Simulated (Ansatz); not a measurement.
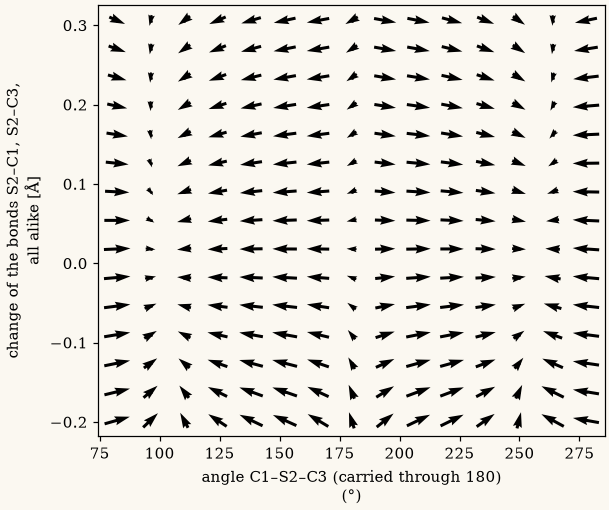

C2H8S2Si, SMILES CSCS[SiH3]. Coordinates scanned: (1) angle C1–S2–C3 (carried through 180); (2) change of the bonds S2–C1, S2–C3, all alike. Nothing is relaxed (all other coordinates rigid). The scan uses a 15 × 15 grid. Points are written as (first, second). Level of theory: RKS PBE0-D4/def2-SVP in Ansatz 0.2.0.

Drawn: dots at the grid points, arrows along the force (downhill), their lengths compressed.

Q: The arrows alone are given. Where are the wells?

A: The arrows converge at about (100°, 0.000 Å); about (258°, 0.01 Å) (7 kcal/mol up) (read from the interpolated surface).

The energy map of the same scan:

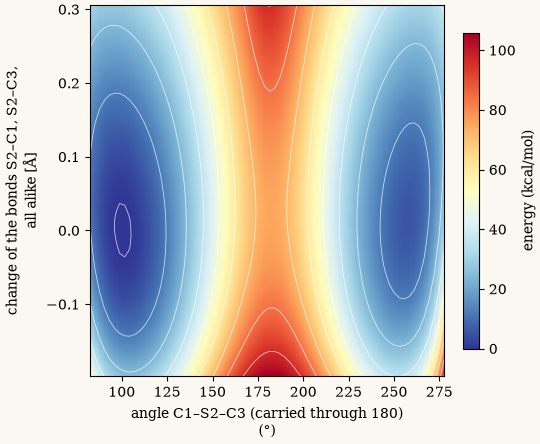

Energies are in kcal/mol, from the lowest grid point; between grid points the surface is interpolated.
